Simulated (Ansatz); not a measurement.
# GeH2S (SMILES [SH][GeH]): levels of theory compared

Aim: a comparison of 6 runs (PBE/STO-3G, UPBE/STO-3G, r2SCAN0/STO-3G, RPA@PBE/STO-3G, CCSDT(Q)/STO-3G, FCI/STO-3G) of GeH2S. 

The calculation is run with Ansatz 0.2.0.

51 further runs of the same task are left out: 3 that didn't finish, 48 set aside as unsound or not needed.

### Step 1. Starting point

The species is GeH2S (4 atoms), meant as a singlet with charge 0. SMILES: `[SH][GeH]`. The H3–S1 distance was set to 1.678 Å, away from the relaxed value.

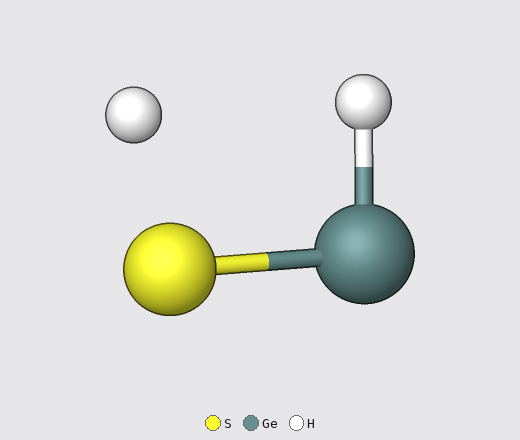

Viewed from a chosen angle; sulfur yellow, germanium teal, hydrogen white.

### Step 2. A single-point energy at PBE/STO-3G (run 1)

Input file job.yaml:

```yaml
crystal:
  periodic: [false, false, false]
  atoms:
    - {symbol: S, position_ang: [-0.748896, -1.261719, 0.146837]}
    - {symbol: Ge, position_ang: [-1.147296, 0.677981, -0.868463]}
    - {symbol: H, position_ang: [0.779200, -0.962100, 0.771200]}
    - {symbol: H, position_ang: [0.255604, 1.305981, -0.444263]}
basis:
  gaussian:
    orbitals: STO-3G
hamiltonian:
  xc: pbe
accuracy: high
```

Command:

```sh
$ ansatz run job.yaml --threads 1 --pin off --max-ram 2610MiB --events-out events.jsonl --progress --plain --runs-dir runs
```

Output:

```text
Warning: RAYON_NUM_THREADS=1 ignored (pool sized by the plan → 1); use --threads N
Functional definition: PBE
  name "PBE"
  parameter kappa = 0.804
  parameter beta = 0.06672455060314922
  exchange = pbe_x(kappa = kappa, mu = beta*pi^2/3)
  correlation = pbe_c(beta = beta)
421 factors; integrals over basis functions are off by at most 1.5e-8 eV
mean field evaluation 1: about -66250.0764 eV, gradient 3.3e2 eV
mean field evaluation 2: about -66408.4093 eV, gradient 6.6e1 eV
mean field evaluation 4: about -65939.5755 eV, gradient 3.6e2 eV
mean field evaluation 8: about -66454.7823 eV, gradient 1.3e2 eV
mean field evaluation 16: about -66596.7834 eV, gradient 7.9e-2 eV
mean field evaluation 32: about -66584.0761 eV, gradient 6.1e1 eV
mean field -66596.46927044 eV, -2447.3751049805 hartree, gradient 2.0e-8 eV, S^2 0.000000; 2 other end points of the search recorded, 0 dependent functions left out
reference -66596.46927223 eV, -2447.3751050463 hartree; 25, 25 occupied and 4, 4 virtual orbitals, 421 factors
Total energy: -66596.46927223 eV, -2447.3751050463 hartree
```

Wall time 1.9 s (1 thread of Arm Neoverse V1, shared host); peak memory 0.096 GiB.

### Step 3. A single-point energy at UPBE/STO-3G (run 2)

Input file in.yaml:

```yaml
crystal:
  periodic: [false, false, false]
  atoms:
    - symbol: S
      position_ang: [-0.748896, -1.261719, 0.146837]
    - symbol: Ge
      position_ang: [-1.147296, 0.677981, -0.868463]
    - symbol: H
      position_ang: [0.779200, -0.962100, 0.771200]
    - symbol: H
      position_ang: [0.255604, 1.305981, -0.444263]
basis:
  gaussian: {orbitals: STO-3G}
magnetization: {spin_polarized: true}
accuracy: high
hamiltonian: {xc: {name: PBE}}
```

Command:

```sh
$ ansatz run in.yaml --threads 1 --pin off --max-ram 2610MiB --events-out events.jsonl --progress --plain --runs-dir runs
```

Output:

```text
Warning: RAYON_NUM_THREADS=1 ignored (pool sized by the plan → 1); use --threads N
Functional definition: PBE
  name "PBE"
  parameter kappa = 0.804
  parameter beta = 0.06672455060314922
  exchange = pbe_x(kappa = kappa, mu = beta*pi^2/3)
  correlation = pbe_c(beta = beta)
421 factors; integrals over basis functions are off by at most 1.5e-8 eV
mean field evaluation 1: about -66250.0764 eV, gradient 2.3e2 eV
mean field evaluation 2: about -66408.4093 eV, gradient 4.7e1 eV
mean field evaluation 4: about -65939.5755 eV, gradient 2.5e2 eV
mean field evaluation 8: about -66437.7614 eV, gradient 8.0e1 eV
mean field evaluation 16: about -66596.4693 eV, gradient 1.3e-2 eV
mean field evaluation 32: about -66555.5255 eV, gradient 4.3e1 eV
mean field evaluation 64: about -66562.1739 eV, gradient 4.8e1 eV
mean field -66596.46927044 eV, -2447.3751049805 hartree, gradient 6.7e-8 eV, S^2 0.000000; 4 other end points of the search recorded, 0 dependent functions left out
reference -66596.46927223 eV, -2447.3751050463 hartree; 25, 25 occupied and 4, 4 virtual orbitals, 421 factors
Total energy: -66596.46927223 eV, -2447.3751050463 hartree
```

It took 4.2 s on 1 thread of Arm Neoverse V1, shared host; peak memory 0.13 GiB.

### Step 4. The energy at r2SCAN0/STO-3G (run 3)

Input file molecule.yaml:

```yaml
basis:
  gaussian: {orbitals: STO-3G}
crystal:
  periodic: [false, false, false]
  atoms:
    - {symbol: S, position_ang: [-0.748896, -1.261719, 0.146837]}
    - {symbol: Ge, position_ang: [-1.147296, 0.677981, -0.868463]}
    - {symbol: H, position_ang: [0.779200, -0.962100, 0.771200]}
    - {symbol: H, position_ang: [0.255604, 1.305981, -0.444263]}
hamiltonian: {xc: {name: r2SCAN0}}
accuracy: high
```

Command:

```sh
$ ansatz run molecule.yaml --threads 1 --pin off --max-ram 2610MiB --events-out events.jsonl --progress --plain --runs-dir runs
```

Output:

```text
Warning: RAYON_NUM_THREADS=1 ignored (pool sized by the plan → 1); use --threads N
Functional definition: r2SCAN0
  name "r2SCAN0"
  parameter a = 0.25
  parameter k0 = 0.174
  parameter k1 = 0.065
  parameter a1 = 4.9479
  exchange = (1 - a)*r2scan_x(k0 = k0, k1 = k1, a1 = a1) + a*exact_x
  correlation = r2scan_c
421 factors; integrals over basis functions are off by at most 1.5e-8 eV
mean field evaluation 1: about -66614.3947 eV, gradient 7.2e0 eV
mean field evaluation 2: about -66614.3495 eV, gradient 8.0e0 eV
mean field evaluation 4: about -66614.6360 eV, gradient 3.1e-1 eV
mean field evaluation 8: about -66614.6068 eV, gradient 2.3e-2 eV
mean field evaluation 16: about -66614.6069 eV, gradient 8.2e-6 eV
mean field -66614.60685353 eV, -2448.0416488651 hartree, gradient 3.0e-8 eV, S^2 0.000000; 0 other end points of the search recorded, 0 dependent functions left out
reference -66614.60685382 eV, -2448.0416488757 hartree; 25, 25 occupied and 4, 4 virtual orbitals, 421 factors
Total energy: -66614.60685382 eV, -2448.0416488757 hartree
```

Wall time 3.9 s (1 thread of Arm Neoverse V1, shared host); peak memory 0.14 GiB.

Runs 4 to 5 aren't shown in full; the table further down has their settings and results.

### Step 5. The energy at FCI/STO-3G (run 6)

Input file in.yaml:

```yaml
crystal:
  periodic: [false, false, false]
  atoms:
    - {symbol: S, position_ang: [-0.748896, -1.261719, 0.146837]}
    - {symbol: Ge, position_ang: [-1.147296, 0.677981, -0.868463]}
    - {symbol: H, position_ang: [0.779200, -0.962100, 0.771200]}
    - {symbol: H, position_ang: [0.255604, 1.305981, -0.444263]}
basis:
  gaussian:
    orbitals: STO-3G
correlation:
  method: fci
  frozen_orbitals: {Ge: 9, H: 0, S: 5}
accuracy: high
```

Command:

```sh
$ ansatz run in.yaml --threads 1 --pin off --max-ram 2610MiB --events-out events.jsonl --progress --plain --runs-dir runs
```

Output:

```text
Warning: RAYON_NUM_THREADS=1 ignored (pool sized by the plan → 1); use --threads N
Functional definition: HF
  name "HF"
  exchange = exact_x
  correlation = 0
421 factors; integrals over basis functions are off by at most 1.5e-8 eV
mean field evaluation 1: about -66558.3050 eV, gradient 1.1e1 eV
mean field evaluation 2: about -66558.3300 eV, gradient 1.1e1 eV
mean field evaluation 4: about -66558.9707 eV, gradient 9.4e-1 eV
mean field evaluation 8: about -66558.9800 eV, gradient 1.5e-2 eV
mean field -66558.98001437 eV, -2445.9974002311 hartree, gradient 5.0e-8 eV, S^2 0.000000; 0 other end points of the search recorded, 0 dependent functions left out
14 core orbitals not correlated: weight in the atoms' cores, before any rotation towards them, 1.000 or more for the frozen orbitals, at most 0.000 for the correlated occupied ones
reference -66558.98001437 eV, -2445.9974002311 hartree; 11, 11 occupied and 4, 4 virtual orbitals, 421 factors
state -66561.86097610 eV, -2446.1032736217 hartree
Total energy: -66561.86097610 eV, -2446.1032736217 hartree
```

Wall time 7.2 s (1 thread of Arm Neoverse V1, shared host); peak memory 0.2 GiB.

### Step 6. Overview of the runs

| run | level | frozen core orbitals | energy (Eh) | wall time |
| --- | --- | --- | --- | --- |
| 1 | PBE/STO-3G | – | -2447.375105 | 1.9 s |
| 2 | UPBE/STO-3G | – | -2447.375105 | 4.2 s |
| 3 | r2SCAN0/STO-3G | – | -2448.041649 | 3.9 s |
| 4 | RPA@PBE/STO-3G | 14 | -2446.139507 | 3.9 s |
| 5 | CCSDT(Q)/STO-3G | 14 | -2446.103338 | 0.7 s |
| 6 | FCI/STO-3G | 14 | -2446.103274 | 7.2 s |

### Step 7. Results

| quantity | value |
| --- | --- |
| run 6: total energy | -2446.10327 Eh |
| run 6: correlation energy (14 core orbitals frozen) | -105.9 mEh |

What this shows: Against full CI in this basis: CCSDT(Q) -0.1 mEh. Totals of different functionals can't be ranked against each other. In runs 1, 2, 3, 4, 5, 6 the basis is minimal, so the values are rough. All runs together took 22 s, the longest 7.2 s.
